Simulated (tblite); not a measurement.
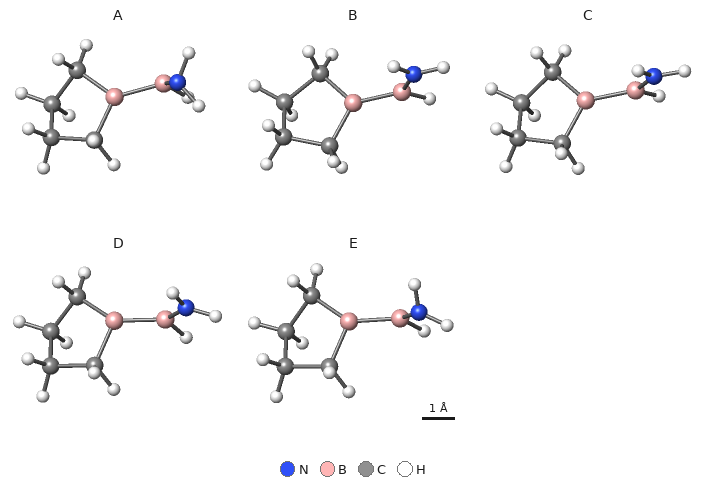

5 geometries from one relaxation of C$_{4}$H$_{11}$B$_{2}$N, in shuffled order. A ball-and-stick model, seen at a tilt.

The calculation used tblite, GFN2-xTB geometry optimisation, gas phase. 

### Put them in the order of the run, from the start to the converged end.

A, E, D, C, B. They are steps 0, 10, 19, 44, 96, at +161.4 kJ/mol, +66.5 kJ/mol, +17.6 kJ/mol, +3.28 kJ/mol relative to the last. The atom that moves furthest after the best rigid fit is an H atom (1.28 Å). By element the largest moves are H 1.28 Å, B 0.34 Å, C 0.30 Å, N 0.28 Å. Some distances before and after: B–N 1.548 → 1.388 Å, H–N 1.048 → 1.007 Å, C–H 1.122 → 1.091 Å, C–C 1.509 → 1.536 Å. Among the angles between lasting bonds that change: B–N–H 110.8° → 124.2°, B–N–H 111.6° → 123.8°, B–C–H 106.3° → 116.8°. Groups turn about B–C by about 25°, B–C by about 20°. The energy falls by 161.4 kJ/mol in 96 geometry steps.
